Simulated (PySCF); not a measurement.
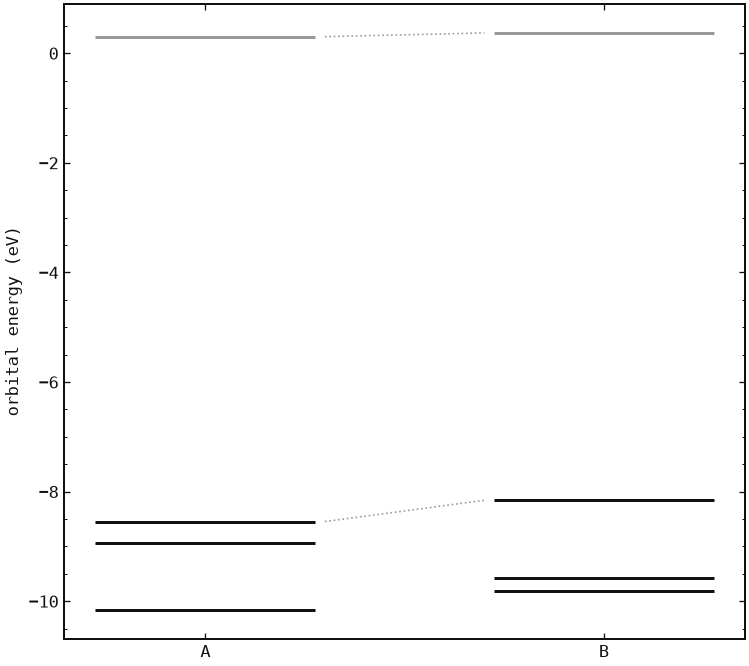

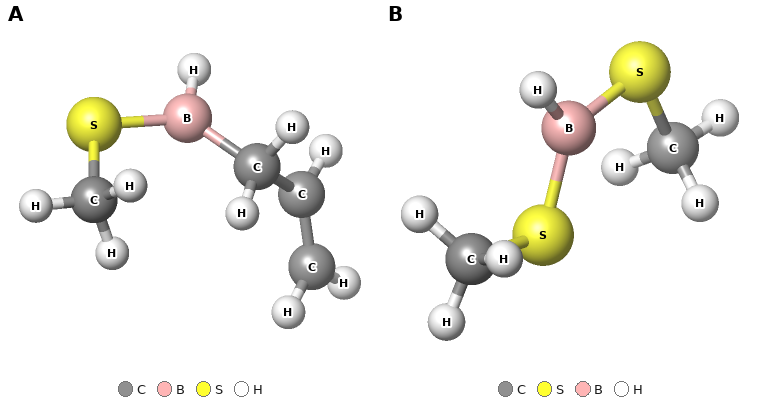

Related molecules: A is C₄H₉BS, SMILES C=CCBSC; B is C₂H₇BS₂, SMILES CSBSC. Frontier orbital energies, CAM-B3LYP/def2-SVPD with PySCF 2.14.0, at a PBE0-D3(BJ)/def2-SVP geometry (no frequency check); drawn are at most three filled levels and, in grey, the LUMO with any level within 0.03 eV of it; dotted lines join the HOMOs and the LUMOs.

### What does the change do to the frontier levels?

From A to B the HOMO rises by 0.39 eV and the LUMO rises by 0.07 eV, so the separation goes from 8.85 to 8.53 eV.

### Does the ΔSCF ionisation energy follow the HOMO?

A: −ε(HOMO) 8.55, ΔSCF 9.35 eV; B: −ε(HOMO) 8.16, ΔSCF 8.93 eV.

Caveats, for all or some of the runs: empty levels above zero depend strongly on the basis; one conformer of a flexible molecule.
